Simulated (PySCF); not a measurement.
Input

```
{"job": {"kind": "nmr", "xc": "PBE0", "basis": "pcSseg-1"}, "charge": 0, "multiplicity": 1}
C      2.632513     0.248104     0.757625
C      3.021757    -0.455771    -0.331779
S      1.722198    -0.695598    -1.441468
C      0.632292     0.171758    -0.405272
C     -0.796264     0.304034    -0.771098
O     -1.473156     1.293847     0.014125
C     -2.400845     0.519616     0.787992
Si    -1.962879    -1.107760    -0.126780
C      1.263169     0.600429     0.720752
H      3.291831     0.509133     1.566315
H      3.989054    -0.852780    -0.566383
H     -0.887829     0.551601    -1.835068
H     -2.142181     0.570042     1.850710
H     -3.409437     0.923604     0.666952
H     -2.942214    -1.586278    -1.096909
H     -1.311614    -2.148421     0.661038
H      0.766609     1.166469     1.487725
```

Launched as:

```sh
OMP_NUM_THREADS=1 python probes_run.py task.json out
```

Geometry: GFN2-xTB.

The calculation used PySCF, PBE0/pcSseg-1, SCF density, gas phase, non-relativistic.

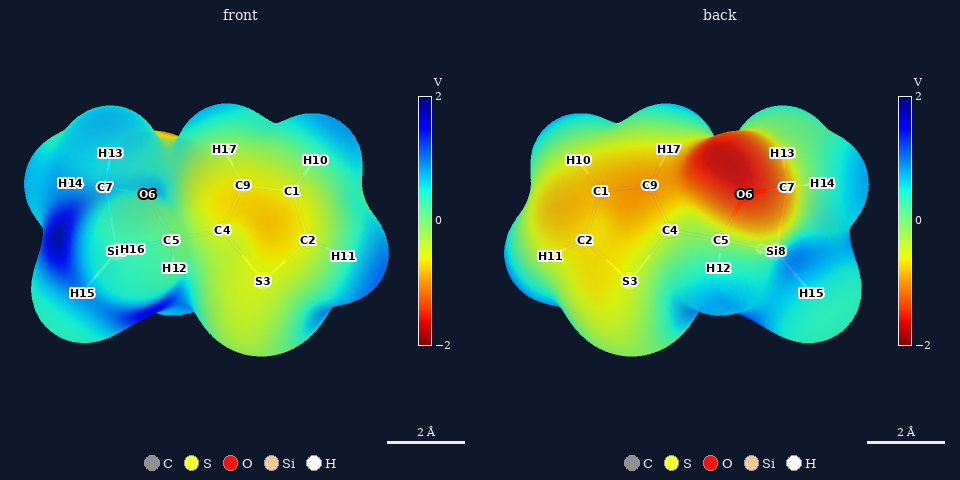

C6H8OSSi. The molecular electrostatic potential painted on the density surface at 0.002 e/bohr³, seen from the front and from behind; the colour scale runs from red (negative) to blue (positive).

Q: Where is the surface potential most negative and most positive?

A: The most negative region (about −1.7 V) lies over O6, the most positive (about +1.7 V) over Si8. O6 is the likeliest acceptor of a hydrogen bond.

Q: What dipole moment does the calculation give?

A: Its dipole moment is 2.12 D.
